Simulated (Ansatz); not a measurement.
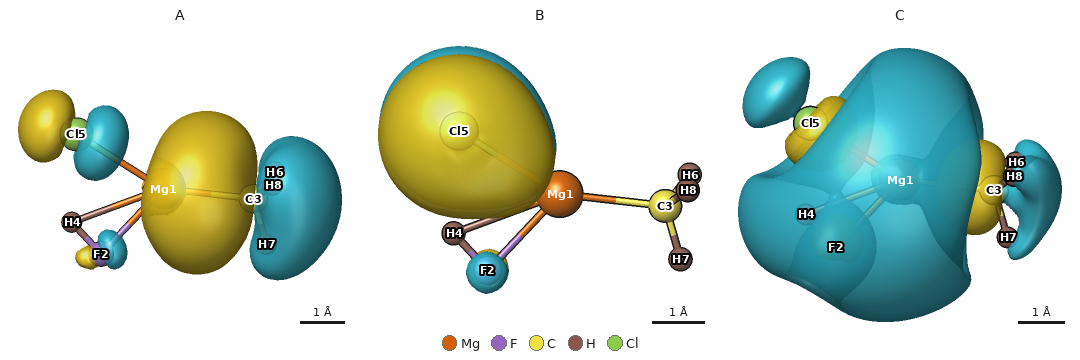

CH4ClFMg. Three frontier orbitals at ±0.05 Å⁻³ᐟ² (yellow and cyan are the two phases), in no order.

Method: RKS B3LYP-D4/6-31G* (Ansatz).

Input

```
crystal:
  periodic: [false, false, false]
  atoms:
    - { symbol: Mg, position_ang: [0.198791, 0.450353, 0.670498] }
    - { symbol: F, position_ang: [0.757501, -2.764558, 0.488259] }
    - { symbol: C, position_ang: [-0.64013, 1.211786, -1.065254] }
    - { symbol: H, position_ang: [1.004877, -2.582136, 1.356251] }
    - { symbol: Cl, position_ang: [1.088163, -0.353052, 2.741674] }
    - { symbol: H, position_ang: [-1.593789, 1.712131, -0.861139] }
    - { symbol: H, position_ang: [-0.83468, 0.392886, -1.768261] }
    - { symbol: H, position_ang: [0.019166, 1.932689, -1.562027] }
basis:
  gaussian: { orbitals: "6-31G*" }
hamiltonian:
  xc: b3lyp
  dispersion: d4
relax:
  f_tol: 0.03
  max_steps: 50
output:
  orbitals: {}
```

Command:

```sh
ansatz run input.yaml --threads 2 --pin off --max-ram 3072MiB --backend cpu --events-out ev --progress --plain --runs-dir out
```

The fields are those of the run's last geometry, not of the input's.

Q: Which picture is the HOMO−1, the HOMO and the LUMO?

A: B is the HOMO−1 (−8.39 eV). Its weight (Hirshfeld) is mainly on Cl5 (about 95 %); largely a lone pair of Cl5. A is the HOMO (−6.91 eV). It lies mainly on C3 (about 55 %) and Mg1 (about 25 %). C is the LUMO (−0.77 eV). Its weight (Hirshfeld) is mainly on Mg1 (about 55 %), C3 (about 10 %), Cl5 (about 10 %), F2 (about 5 %) and H4 (about 5 %).

Q: What is the HOMO–LUMO gap?

A: 6.14 eV between the orbital energies.
